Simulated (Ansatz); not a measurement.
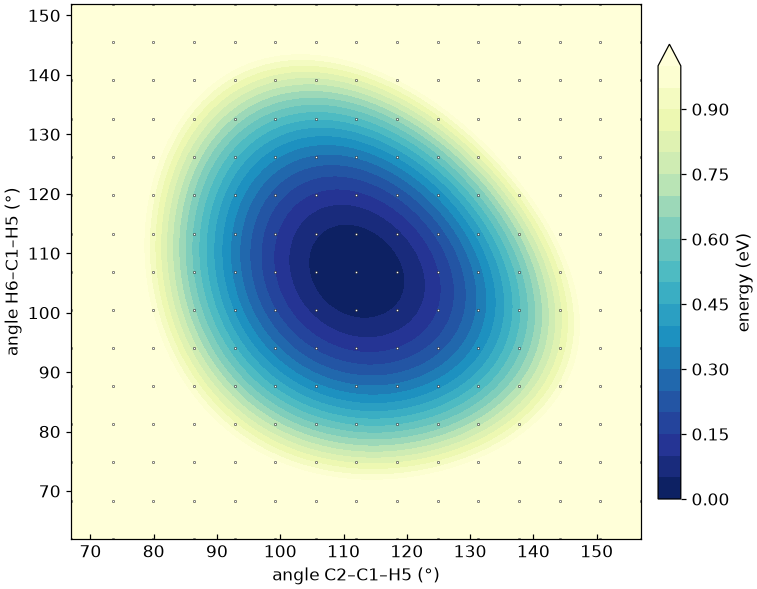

C₂H₄Cl, SMILES C[CH]Cl, spin multiplicity 2. Coordinates scanned: (1) angle C2–C1–H5; (2) angle H6–C1–H5. Nothing is relaxed (all other coordinates rigid). The grid has 15 × 15 points. All energies are given in eV relative to the lowest grid point. Method: Ansatz, UKS PBE0-D4/def2-TZVP.

Drawn: filled contours, dots at the grid points, one colour for all values above the top of the scale. Between grid points the surface is interpolated.

Where is the minimum, and how stiff is the well along each coordinate?

Answer. The interpolated minimum is at angle C2–C1–H5 ≈ 112.0°, angle H6–C1–H5 ≈ 106.9°. The curvatures there are about 5.8 eV/rad² and 5.4 eV/rad², with a cross term of about 1.1 eV/rad². Round the minimum the valley is somewhat tilted: raising angle C2–C1–H5 shifts the best value of angle H6–C1–H5 downwards (coupling k₁₂/√(k₁₁k₂₂) about 0.2).
